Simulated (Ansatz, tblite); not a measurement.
# The cluster Sn₄H₈: rung by rung

Aim: run the singlet of the cluster Sn₄H₈ at one geometry on many levels, and compare frontier levels, spin and run time.

Computed with Ansatz 0.2.0, Gaussian basis. Level: as each input shows.

The runs, in order: GFN1-xTB, GFN2-xTB, PBE-D4/def2-TZVP, r2SCAN-D4/def2-TZVP, ωB97M-V/def2-TZVP, LC-ωPBE/def2-TZVP, r2SCAN0-D4/def2-TZVP, PBE-D4/def2-SVP, PBE0-D4/def2-SVP, CCSD(T)/def2-SVP, MP2/def2-TZVP.

7 further runs of the same task are left out: 7 set aside as unsound or not needed.

### Step 1. The relaxed structure

The singlet was relaxed beforehand with PBE-D4/def2-SVP. At that level it is the lowest of the isomers that a small search found.

12 atoms, charge 0, spin multiplicity 1.

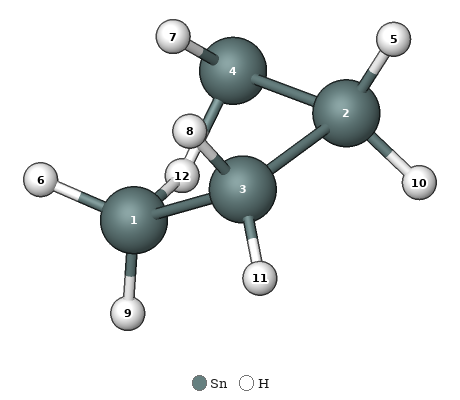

The structure; tin teal, hydrogen white; atoms are numbered from 1 in the order of the file.

Geometry (Å):

| atom | x (Å) | y (Å) | z (Å) |
| --- | --- | --- | --- |
| Sn1 | 1.94085 | -0.00829 | 0.16196 |
| Sn2 | -2.08047 | 0.51957 | 0.31852 |
| Sn3 | -0.33365 | -1.70697 | 0.18127 |
| Sn4 | -0.30026 | 2.55963 | -0.79565 |
| H5 | -3.53001 | 0.08104 | -0.54619 |
| H6 | 3.03322 | 0.15148 | -1.17703 |
| H7 | 0.04420 | 1.33176 | -2.07631 |
| H8 | -0.22003 | -2.55580 | -1.33179 |
| H9 | 2.89175 | 0.21424 | 1.60573 |
| H10 | -2.56506 | 0.59597 | 1.99302 |
| H11 | -0.07487 | -2.89074 | 1.43339 |
| H12 | 1.19433 | 1.70813 | 0.23307 |

Sn takes a core potential in the def2 sets. No spin-orbit coupling is included.

PBE0-D4/def2-TZVP was run before; its log isn't repeated, and its numbers join the tables.

### Step 2. GFN1-xTB

Tight binding, by tblite at 300 K electronic temperature and without a spin-polarisation term:

```python
tblite.interface.Calculator('GFN1-xTB', numbers, positions, charge=0, uhf=0).singlepoint()
```

Energy -390.3876 eV, HOMO -10.71 eV, LUMO -7.17 eV; 0.006 s.

### Step 3. GFN2-xTB

Tight binding, by tblite at 300 K electronic temperature and without a spin-polarisation term:

```python
tblite.interface.Calculator('GFN2-xTB', numbers, positions, charge=0, uhf=0).singlepoint()
```

Energy -340.5379 eV, HOMO -10.63 eV, LUMO -7.66 eV; 0.006 s.

### Step 4. PBE-D4/def2-TZVP

start.molden holds the orbitals of an earlier run on this state, given as this run's starting guess.

in.yaml

```yaml
crystal:
  periodic: [false, false, false]
  atoms:
    - {symbol: Sn, position_ang: [1.940850, -0.008288, 0.161962]}
    - {symbol: Sn, position_ang: [-2.080473, 0.519569, 0.318516]}
    - {symbol: Sn, position_ang: [-0.333648, -1.706969, 0.181274]}
    - {symbol: Sn, position_ang: [-0.300260, 2.559626, -0.795651]}
    - {symbol: H, position_ang: [-3.530008, 0.081039, -0.546195]}
    - {symbol: H, position_ang: [3.033222, 0.151482, -1.177029]}
    - {symbol: H, position_ang: [0.044200, 1.331757, -2.076307]}
    - {symbol: H, position_ang: [-0.220032, -2.555798, -1.331794]}
    - {symbol: H, position_ang: [2.891754, 0.214237, 1.605733]}
    - {symbol: H, position_ang: [-2.565059, 0.595966, 1.993016]}
    - {symbol: H, position_ang: [-0.074868, -2.890736, 1.433390]}
    - {symbol: H, position_ang: [1.194332, 1.708126, 0.233074]}
basis:
  gaussian: {orbitals: def2-TZVP, initial_orbitals: start.molden}
hamiltonian: {xc: pbe, dispersion: d4}
scf: {omitted_lower_state_checks: [starts]}
output: {forces: true, orbitals: {seedname: orbitals}}
```

Run with:

```sh
> ansatz run in.yaml --threads 4 --pin off --events-out ev --progress --plain --max-ram 4787MiB
```

Output (excerpt; [...] marks lines left out):

```text
Functional definition: PBE
  name "PBE"
  cite "Perdew, Burke & Ernzerhof, Phys. Rev. Lett. 77, 3865 (1996) doi:10.1103/PhysRevLett.77.3865"
  parent pbe
[...]
1904 factors; their error is unknown
[...]
mean field -23455.57988865 eV, -861.9766621450 hartree, gradient 1.8e-5 eV, S^2 0.000000; 0 other end points of the search recorded, 0 dependent functions left out
[...]
reference -23455.57996310 eV, -861.9766648806 hartree; 48, 48 occupied and 200, 200 virtual orbitals, 1904 factors
Total energy: -23456.00058306 eV, -861.9921223794 hartree
Atom 0 at     1.940850    -0.008288     0.161962 Å, force     0.037015     0.047335     0.002907 eV/Å
Atom 1 at    -2.080473     0.519569     0.318516 Å, force    -0.036346    -0.032179     0.017272 eV/Å
Atom 2 at    -0.333648    -1.706969     0.181274 Å, force     0.027678    -0.027584    -0.016535 eV/Å
Atom 3 at    -0.300260     2.559626    -0.795651 Å, force     0.034149    -0.109513    -0.024102 eV/Å
Atom 4 at    -3.530008     0.081039    -0.546195 Å, force     0.085750     0.025622     0.057266 eV/Å
Atom 5 at     3.033222     0.151482    -1.177029 Å, force    -0.066327    -0.004942     0.089914 eV/Å
Atom 6 at     0.044200     1.331757    -2.076307 Å, force    -0.019960     0.048322     0.081725 eV/Å
Atom 7 at    -0.220032    -2.555798    -1.331794 Å, force    -0.006868     0.052961     0.098525 eV/Å
Atom 8 at     2.891754     0.214237     1.605733 Å, force    -0.058279    -0.007993    -0.094402 eV/Å
Atom 9 at    -2.565059     0.595966     1.993016 Å, force     0.029474    -0.010816    -0.103171 eV/Å
Atom 10 at    -0.074868    -2.890736     1.433390 Å, force    -0.012244     0.069089    -0.080723 eV/Å
Atom 11 at     1.194332     1.708126     0.233074 Å, force    -0.014043    -0.050304    -0.028677 eV/Å
Dipole moment:     0.140067     0.038862     0.019144 e Å
Checks for a lower state left out: starts
```

Wall time 3.7 s (4 threads of Arm Neoverse V2, shared host).

HOMO -5.43 eV, LUMO -2.97 eV.

### Step 5. r2SCAN-D4/def2-TZVP

Edit in.yaml of step 4 so:

```diff
@@ -17,4 +17,4 @@
   gaussian: {orbitals: def2-TZVP, initial_orbitals: start.molden}
-hamiltonian: {xc: pbe, dispersion: d4}
+hamiltonian: {xc: r2scan, dispersion: d4}
 scf: {omitted_lower_state_checks: [starts]}
-output: {forces: true, orbitals: {seedname: orbitals}}
+output: {orbitals: {seedname: orbitals}}
```

Launched as before.

Output:

```text
Functional definition: r2SCAN
  name "r2SCAN"
  cite "Furness, Kaplan, Ning, Perdew & Sun, J. Phys. Chem. Lett. 11, 8208 (2020) doi:10.1021/acs.jpclett.0c02405"
  cite "Furness, Kaplan, Ning, Perdew & Sun, J. Phys. Chem. Lett. 11, 9248 (2020) doi:10.1021/acs.jpclett.0c03077"
  parent r2scan
  parameter k0 = 0.174
  parameter k1 = 0.065
  parameter a1 = 4.9479
  exchange = r2scan_x(k0 = k0, k1 = k1, a1 = a1)
  correlation = r2scan_c
these checks for a lower state are left out or cut short: starts
1904 factors; their error is unknown
mean field evaluation 1: about -23464.9438 eV, gradient 7.3e0 eV
mean field evaluation 2: about -23465.0248 eV, gradient 9.1e-2 eV
mean field evaluation 4: about -23465.0118 eV, gradient 1.4e-4 eV
mean field -23465.01184543 eV, -862.3232801631 hartree, gradient 2.2e-5 eV, S^2 0.000000; 0 other end points of the search recorded, 0 dependent functions left out
reference -23465.01186904 eV, -862.3232810310 hartree; 48, 48 occupied and 200, 200 virtual orbitals, 1904 factors
Total energy: -23465.10726734 eV, -862.3267868539 hartree
Checks for a lower state left out: starts
```

Wall time 6 s (4 threads of Arm Neoverse V2, shared host).

Report: HOMO -5.61 eV, LUMO -2.84 eV.

### Step 6. ωB97M-V/def2-TZVP

Edit in.yaml of step 5 so:

```diff
@@ -17,3 +17,3 @@
   gaussian: {orbitals: def2-TZVP, initial_orbitals: start.molden}
-hamiltonian: {xc: r2scan, dispersion: d4}
+hamiltonian: {xc: {name: wB97M-V}}
 scf: {omitted_lower_state_checks: [starts]}
```

The command is unchanged.

Output (excerpt; [...] marks lines left out):

```text
Functional definition: wB97M-V
  name "wB97M-V"
  cite "Mardirossian & Head-Gordon, J. Chem. Phys. 144, 214110 (2016) doi:10.1063/1.4952647"
  cite "Becke, J. Chem. Phys. 107, 8554 (1997) doi:10.1063/1.475007"
  cite "Vydrov & Van Voorhis, J. Chem. Phys. 133, 244103 (2010) doi:10.1063/1.3521275"
  # Of w^i u^j: cxij and so on, Table III.
[...]
  gx(w, u) = 1 - cx + cx01*u + cx10*w
  gss(w, u) = css00 + css04*u^4 + css10*w + css20*w^2 + css43*w^4*u^3
  gos(w, u) = cos00 + cos10*w + (cos20 + cos21*u)*w^2 + (cos60 + cos61*u)*w^6
[...]
      + integral(e_c_pw_mod_opposite_spin*gos(b97_w_opposite, b97_u_opposite)) + vv10(b, c)
[...]
2080 factors; their error is unknown
500 factors; integrals over basis functions are off by at most 6.6e-6 eV
[...]
mean field -23450.15769903 eV, -861.7774003515 hartree, gradient 9.4e-6 eV, S^2 0.000000; 0 other end points of the search recorded, 0 dependent functions left out
reference -23450.15778642 eV, -861.7774035632 hartree; 48, 48 occupied and 200, 200 virtual orbitals, 2080 factors
Total energy: -23450.15778642 eV, -861.7774035632 hartree
Checks for a lower state left out: starts
```

It took 17 s on 4 threads of Arm Neoverse V2, shared host; peak memory 1.4 GiB.

Report: HOMO -8.00 eV, LUMO -0.65 eV.

### Step 7. LC-ωPBE/def2-TZVP

Edit in.yaml of step 6 so:

```diff
@@ -17,3 +17,3 @@
   gaussian: {orbitals: def2-TZVP, initial_orbitals: start.molden}
-hamiltonian: {xc: {name: wB97M-V}}
+hamiltonian: {xc: {name: LC-wPBE}}
 scf: {omitted_lower_state_checks: [starts]}
```

Same command.

Output (excerpt; [...] marks lines left out):

```text
Functional definition: LC-wPBE
  name "LC-wPBE"
  cite "Vydrov & Scuseria, J. Chem. Phys. 125, 234109 (2006) doi:10.1063/1.2409292"
  cite "Heyd & Scuseria, J. Chem. Phys. 120, 7274 (2004) doi:10.1063/1.1668634"
  cite "Ernzerhof & Perdew, J. Chem. Phys. 109, 3313 (1998) doi:10.1063/1.476928"
  cite "Perdew, Burke & Ernzerhof, Phys. Rev. Lett. 77, 3865 (1996) doi:10.1103/PhysRevLett.77.3865"
  parent pbe
[...]
1904 factors; their error is unknown
692 factors; integrals over basis functions are off by at most 1.6e-5 eV
[...]
mean field -23459.77787942 eV, -862.1309354599 hartree, gradient 2.1e-5 eV, S^2 0.000000; 0 other end points of the search recorded, 0 dependent functions left out
reference -23459.77787943 eV, -862.1309354604 hartree; 48, 48 occupied and 200, 200 virtual orbitals, 1904 factors
Total energy: -23459.77787943 eV, -862.1309354604 hartree
Checks for a lower state left out: starts
```

It took 4 s on 4 threads of Arm Neoverse V2, shared host; peak memory 0.69 GiB.

Report: HOMO -8.31 eV, LUMO -0.39 eV.

### Step 8. r2SCAN0-D4/def2-TZVP

Edit in.yaml of step 7 so:

```diff
@@ -17,3 +17,3 @@
   gaussian: {orbitals: def2-TZVP, initial_orbitals: start.molden}
-hamiltonian: {xc: {name: LC-wPBE}}
+hamiltonian: {xc: {name: r2SCAN0}, dispersion: d4}
 scf: {omitted_lower_state_checks: [starts]}
```

Launched as before.

Output (excerpt; [...] marks lines left out):

```text
Functional definition: r2SCAN0
  name "r2SCAN0"
  cite "Bursch, Neugebauer, Ehlert & Grimme, J. Chem. Phys. 156, 134105 (2022) doi:10.1063/5.0086040"
  cite "Furness, Kaplan, Ning, Perdew & Sun, J. Phys. Chem. Lett. 11, 8208 (2020) doi:10.1021/acs.jpclett.0c02405"
  cite "Furness, Kaplan, Ning, Perdew & Sun, J. Phys. Chem. Lett. 11, 9248 (2020) doi:10.1021/acs.jpclett.0c03077"
  parent r2scan
[...]
2196 factors; their error is unknown
[...]
mean field -23461.93783967 eV, -862.2103125353 hartree, gradient 2.1e-5 eV, S^2 0.000000; 0 other end points of the search recorded, 0 dependent functions left out
reference -23461.93785866 eV, -862.2103132330 hartree; 48, 48 occupied and 200, 200 virtual orbitals, 2196 factors
Total energy: -23462.06026521 eV, -862.2148115907 hartree
Checks for a lower state left out: starts
```

Wall time 8.5 s (4 threads of Arm Neoverse V2, shared host); peak memory 1.1 GiB.

HOMO -6.34 eV, LUMO -2.22 eV.

### Step 9. PBE-D4/def2-SVP

Edit in.yaml of step 8 so:

```diff
@@ -16,4 +16,4 @@
 basis:
-  gaussian: {orbitals: def2-TZVP, initial_orbitals: start.molden}
-hamiltonian: {xc: {name: r2SCAN0}, dispersion: d4}
+  gaussian: {orbitals: def2-SVP, initial_orbitals: start.molden}
+hamiltonian: {xc: pbe, dispersion: d4}
 scf: {omitted_lower_state_checks: [starts]}
```

The command is unchanged.

Output:

```text
Functional definition: PBE
  name "PBE"
  cite "Perdew, Burke & Ernzerhof, Phys. Rev. Lett. 77, 3865 (1996) doi:10.1103/PhysRevLett.77.3865"
  parent pbe
  parameter kappa = 0.804
  parameter beta = 0.06672455060314922
  exchange = pbe_x(kappa = kappa, mu = beta*pi^2/3)
  correlation = pbe_c(beta = beta)
these checks for a lower state are left out or cut short: starts
1628 factors; their error is unknown
mean field evaluation 1: about -23454.2019 eV, gradient 4.1e1 eV
mean field evaluation 2: about -23454.6157 eV, gradient 7.9e-1 eV
mean field evaluation 4: about -23454.6046 eV, gradient 8.3e-2 eV
mean field -23454.60459090 eV, -861.9408206137 hartree, gradient 2.7e-5 eV, S^2 0.000000; 0 other end points of the search recorded, 0 dependent functions left out
reference -23454.60464637 eV, -861.9408226522 hartree; 48, 48 occupied and 96, 96 virtual orbitals, 1628 factors
Total energy: -23455.02526634 eV, -861.9562801509 hartree
Checks for a lower state left out: starts
```

Run time: 1.5 s. Hardware: 4 threads of Arm Neoverse V2, shared host.

Report: HOMO -5.36 eV, LUMO -2.91 eV.

### Step 10. PBE0-D4/def2-SVP

Edit in.yaml of step 9 so:

```diff
@@ -17,3 +17,3 @@
   gaussian: {orbitals: def2-SVP, initial_orbitals: start.molden}
-hamiltonian: {xc: pbe, dispersion: d4}
+hamiltonian: {xc: pbe0, dispersion: d4}
 scf: {omitted_lower_state_checks: [starts]}
```

Launched as before.

Output:

```text
Functional definition: PBE0
  name "PBE0"
  cite "Adamo & Barone, J. Chem. Phys. 110, 6158 (1999) doi:10.1063/1.478522"
  cite "Perdew, Burke & Ernzerhof, Phys. Rev. Lett. 77, 3865 (1996) doi:10.1103/PhysRevLett.77.3865"
  parent pbe
  parameter a = 0.25
  parameter kappa = 0.804
  parameter beta = 0.06672455060314922
  exchange = (1 - a)*pbe_x(kappa = kappa, mu = beta*pi^2/3) + a*exact_x
  correlation = pbe_c(beta = beta)
these checks for a lower state are left out or cut short: starts
1776 factors; integrals over basis functions are off by at most 5.0e-4 eV
mean field evaluation 1: about -23455.5903 eV, gradient 4.0e1 eV
mean field evaluation 2: about -23455.8482 eV, gradient 3.1e-1 eV
mean field evaluation 4: about -23455.9106 eV, gradient 7.6e-4 eV
mean field -23455.91062900 eV, -861.9888166283 hartree, gradient 1.4e-5 eV, S^2 0.000000; 0 other end points of the search recorded, 0 dependent functions left out
reference -23455.91067052 eV, -861.9888181542 hartree; 48, 48 occupied and 96, 96 virtual orbitals, 1776 factors
Total energy: -23456.27996421 eV, -862.0023894470 hartree
Checks for a lower state left out: starts
```

Run time: 2.7 s. Hardware: 4 threads of Arm Neoverse V2, shared host.

HOMO -6.16 eV, LUMO -2.25 eV.

### Step 11. CCSD(T)/def2-SVP

Edit in.yaml of step 10 so:

```diff
@@ -17,3 +17,3 @@
   gaussian: {orbitals: def2-SVP, initial_orbitals: start.molden}
-hamiltonian: {xc: pbe0, dispersion: d4}
+correlation: {method: ccsd_t}
 scf: {omitted_lower_state_checks: [starts]}
```

The command is unchanged.

Output (excerpt; [...] marks lines left out):

```text
Functional definition: HF
  name "HF"
  cite "Fock, Z. Phys. 61, 126 (1930) doi:10.1007/BF01340294"
  parent pbe
[...]
1776 factors; integrals over basis functions are off by at most 5.0e-4 eV
[...]
mean field -23347.54422393 eV, -858.0064246954 hartree, gradient 2.2e-6 eV, S^2 0.000000; 0 other end points of the search recorded, 0 dependent functions left out
16 core orbitals not correlated: weight in the atoms' cores, before any rotation towards them, 1.000 or more for the frozen orbitals, at most 0.000 for the correlated occupied ones
reference -23347.54422393 eV, -858.0064246954 hartree; 32, 32 occupied and 96, 96 virtual orbitals, 1776 factors
second order -12.32527453 eV of doubles, -0.00000000 eV of singles
cycle   1  -13.65004896 eV  change    -1.3e0 eV  update   1.2e-1
[...]
cycle   9  -14.35549514 eV  change   -9.8e-6 eV  update   6.0e-5
perturbative correction -0.51125543 eV, -0.0187882907 hartree
Total energy: -23362.41097450 eV, -858.5527677019 hartree
Checks for a lower state left out: starts
```

It took 49 s on 4 threads of Arm Neoverse V2, shared host; peak memory 1.5 GiB.

Report: Hartree-Fock HOMO -7.79 eV, LUMO 0.63 eV; T1 0.011.

### Step 12. MP2/def2-TZVP

Edit in.yaml of step 11 so:

```diff
@@ -16,4 +16,4 @@
 basis:
-  gaussian: {orbitals: def2-SVP, initial_orbitals: start.molden}
-correlation: {method: ccsd_t}
+  gaussian: {orbitals: def2-TZVP, initial_orbitals: start.molden}
+correlation: {method: mp2}
 scf: {omitted_lower_state_checks: [starts]}
```

The command is unchanged.

Output:

```text
Functional definition: HF
  name "HF"
  cite "Fock, Z. Phys. 61, 126 (1930) doi:10.1007/BF01340294"
  parent pbe
  exchange = exact_x
  correlation = 0
these checks for a lower state are left out or cut short: starts
2316 factors; integrals over basis functions are off by at most 1.1e-3 eV
mean field evaluation 1: about -23346.9526 eV, gradient 2.0e1 eV
mean field evaluation 2: about -23348.1935 eV, gradient 1.1e0 eV
mean field evaluation 4: about -23348.4275 eV, gradient 1.5e-2 eV
mean field evaluation 8: about -23348.4275 eV, gradient 2.7e-6 eV
mean field -23348.42746795 eV, -858.0388833146 hartree, gradient 3.3e-6 eV, S^2 0.000000; 0 other end points of the search recorded, 0 dependent functions left out
16 core orbitals not correlated: weight in the atoms' cores, before any rotation towards them, 1.000 or more for the frozen orbitals, at most 0.000 for the correlated occupied ones
reference -23348.42746795 eV, -858.0388833146 hartree; 32, 32 occupied and 200, 200 virtual orbitals, 2316 factors
second order -35.29341083 eV of doubles, -0.00000000 eV of singles
Total energy: -23383.72087878 eV, -859.3358922399 hartree
Checks for a lower state left out: starts
```

Run time: 6.5 s. Hardware: 4 threads of Arm Neoverse V2, shared host; peak memory 0.93 GiB.

Report: Hartree-Fock HOMO -7.82 eV, LUMO 0.50 eV.

### Step 13. Levels side by side

| level | functions | HOMO (eV) | LUMO (eV) | gap (eV) | time |
| --- | --- | --- | --- | --- | --- |
| PBE-D4/def2-SVP | 144 | -5.36 | -2.91 | 2.45 | 1.5 s |
| PBE-D4/def2-TZVP | 248 | -5.43 | -2.97 | 2.46 | 3.7 s |
| r2SCAN-D4/def2-TZVP | 248 | -5.61 | -2.84 | 2.77 | 6 s |
| PBE0-D4/def2-SVP | 144 | -6.16 | -2.25 | 3.91 | 2.7 s |
| PBE0-D4/def2-TZVP | 248 | -6.20 | -2.28 | 3.92 | 6.5 s |
| r2SCAN0-D4/def2-TZVP | 248 | -6.34 | -2.22 | 4.12 | 8.5 s |
| LC-ωPBE/def2-TZVP | 248 | -8.31 | -0.39 | 7.92 | 4 s |
| ωB97M-V/def2-TZVP | 248 | -8.00 | -0.65 | 7.36 | 17 s |

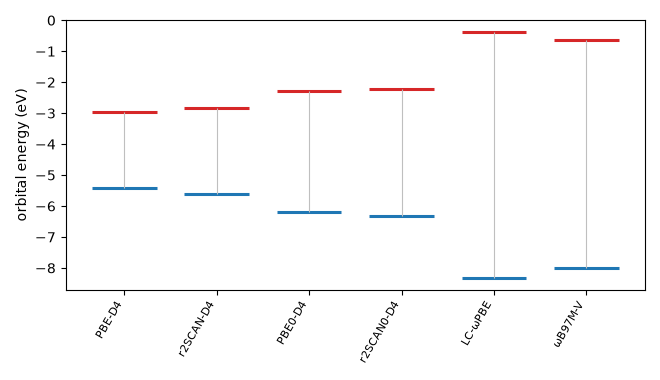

Highest filled (blue) and lowest empty (red) level in def2-TZVP.

Energy pieces by basis (eV):

| basis | HF | MP2 correlation | CCSD correlation | (T) | total |
| --- | --- | --- | --- | --- | --- |
| def2-SVP | -23347.5442 | -12.3253 | -14.3555 | -0.5113 | -23362.4110 |
| def2-TZVP | -23348.4275 | -35.2934 |  |  | -23383.7209 (MP2) |

The correlation energy is far from converged in these sets, so it jumps between bases; where outer-core shells are correlated, the sets cover them unevenly.

### Step 14. Binding energy

Free atoms were run apart at each level; binding is atoms less cluster, divided by the number of atoms, without zero-point or spin-orbit terms.

Differences are taken before rounding.

| method | binding an atom (eV) | from CCSD(T)/def2-SVP (eV) | time |
| --- | --- | --- | --- |
| HF/def2-SVP | 1.514 | -0.584 |  |
| HF/def2-TZVP | 1.544 | -0.555 |  |
| PBE-D4/def2-SVP | 2.248 | +0.149 | 1.5 s |
| PBE-D4/def2-TZVP | 2.263 | +0.164 | 3.7 s |
| r2SCAN-D4/def2-TZVP | 2.279 | +0.180 | 6 s |
| PBE0-D4/def2-SVP | 2.229 | +0.131 | 2.7 s |
| PBE0-D4/def2-TZVP | 2.247 | +0.149 | 6.5 s |
| r2SCAN0-D4/def2-TZVP | 2.255 | +0.157 | 8.5 s |
| LC-ωPBE/def2-TZVP | 2.206 | +0.108 | 4 s |
| ωB97M-V/def2-TZVP | 2.266 | +0.168 | 17 s |
| MP2/def2-SVP | 2.032 | -0.066 |  |
| MP2/def2-TZVP | 2.084 | -0.014 | 6.5 s |
| CCSD/def2-SVP | 2.069 | -0.029 |  |
| CCSD(T)/def2-SVP | 2.098 | 0 | 49 s |

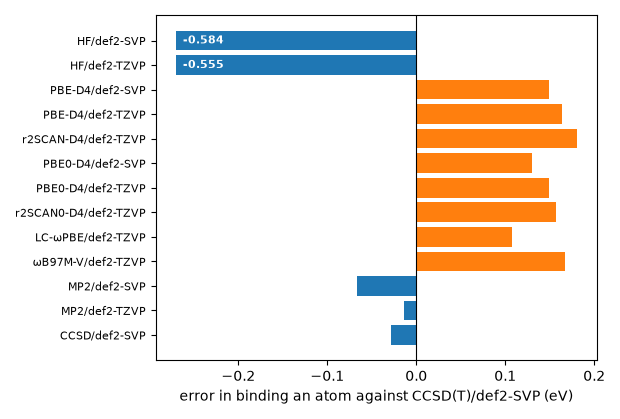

How far each level lands from CCSD(T)/def2-SVP. Bars with a number in them are cut short.

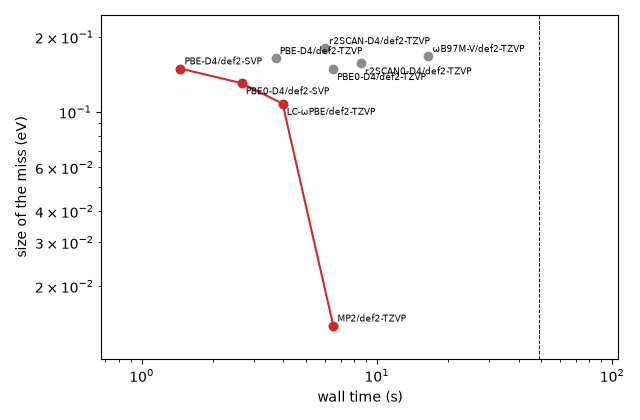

Miss against cost. Red marks the levels that no quicker level drawn beats (of those quicker than the yardstick), and the dashed line is the time of CCSD(T)/def2-SVP. Times are from a shared host.

### Step 15. Results

| quantity | value |
| --- | --- |
| gap in def2-TZVP, named functionals, smallest and largest | 2.46 eV (PBE-D4), 7.92 eV (LC-ωPBE) |
| correlation energy, CCSD(T)/def2-SVP | -14.87 eV |
| correlation energy, MP2/def2-TZVP | -35.29 eV |
| binding an atom, CCSD(T)/def2-SVP | 2.098 eV |
| PBE0 total energy, smallest basis above largest | 0.86 eV (def2-SVP, def2-TZVP) |

Orbital gaps of the named functionals in def2-TZVP span 2.46 eV (PBE-D4) to 7.92 eV (LC-ωPBE); exact exchange widens it. The functionals in def2-TZVP miss CCSD(T)/def2-SVP by +0.108 (LC-ωPBE) to +0.180 eV (r2SCAN-D4) an atom. The yardstick is in a double-zeta basis, so levels in larger sets aren't compared like for like. CCSD(T)/def2-SVP isn't at the basis-set limit; small misses against it rank nothing.

MP2/def2-TZVP reaches 0.014 eV from the reference in 6.5 s, where CCSD(T)/def2-SVP took 49 s; the quickest level in the cost chart, PBE-D4/def2-SVP, takes 1.5 s and misses by 0.149 eV. The slowest run with a step of its own, CCSD(T)/def2-SVP, took 49 s; the quickest functional in def2-TZVP took 3.7 s (shared host).
